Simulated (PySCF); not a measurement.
Vertical excitations of a molecule C2H7ClOSi from PySCF with TDDFT-PBE/def2-SVPD, as energy in eV (oscillator strength): 6.87 (0.018), 6.91 (0.003), 7.05 (0.016), 7.25 (0.013), 7.26 (0.011), 7.42 (0.022), 7.48 (0.039), 7.53 (0.009), 7.57 (0.052), 7.72 (0.002). Lowest triplet (TDA): 6.62 eV. Geometry: B3LYP-D3(BJ)/def2-SVP. The values are those of a single conformer.

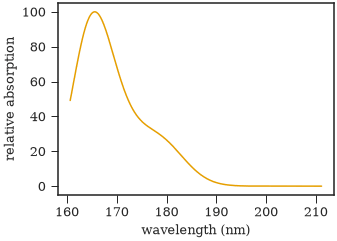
Fig. 1. The lines broadened by 0.4 eV.

Which structure fits?
A) CO[SiH](C)Cl
B) C[Si](C)(O)Cl
C) OCC[SiH2]Cl
D) COC[SiH2]Cl

A, CO[SiH](C)Cl
